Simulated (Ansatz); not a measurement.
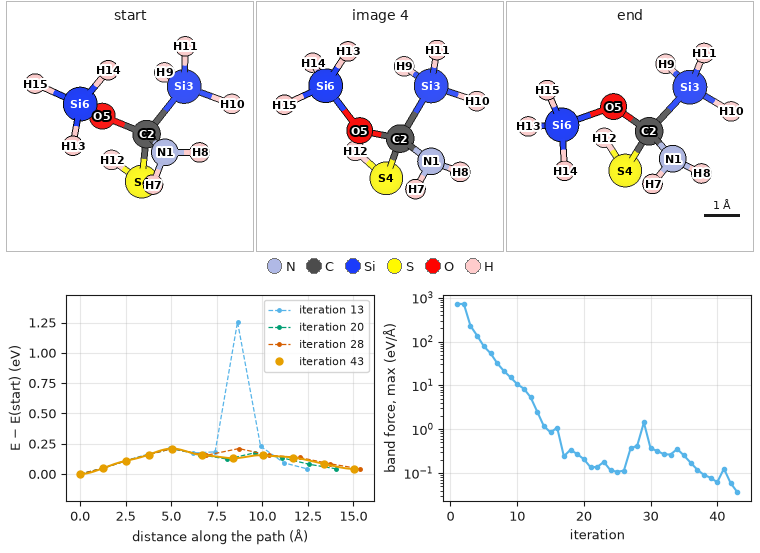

NEB run on CH₉NOSSi₂. Images are numbered from 0 (start) to 10 (end). The plot follows the band through its iterations. The picture is a ball-and-stick view, seen from a free direction.

Computed with Ansatz, RKS B3LYP/def2-SVP. Settings: 9 movable images; climbing image; force threshold 0.05 eV/Å; iteration limit 49; starting path through a guess of the saddle point.

Judge this run.

The run is converged, with reservations. The band converged in 43 iterations. The largest component of the band force went from 720 to 0.037 eV/Å. The climbing image converged on the top of the path. Its vibrational analysis gives one imaginary mode (79i cm⁻¹), as a transition state must have. The first iteration put the highest image at 281.937 eV. The energy climbs by 0.211 eV to image 4 and then falls by 0.168 eV, so the end point sits at +0.043 eV. The profile has 2 maxima (images 4, 7) with a dip at image 6 (+0.131 eV), so the process runs in steps.

The run took 24 min on 2 threads of AMD EPYC 9R14 (Zen 4), with other jobs on the host, peak memory 0.46 GiB.
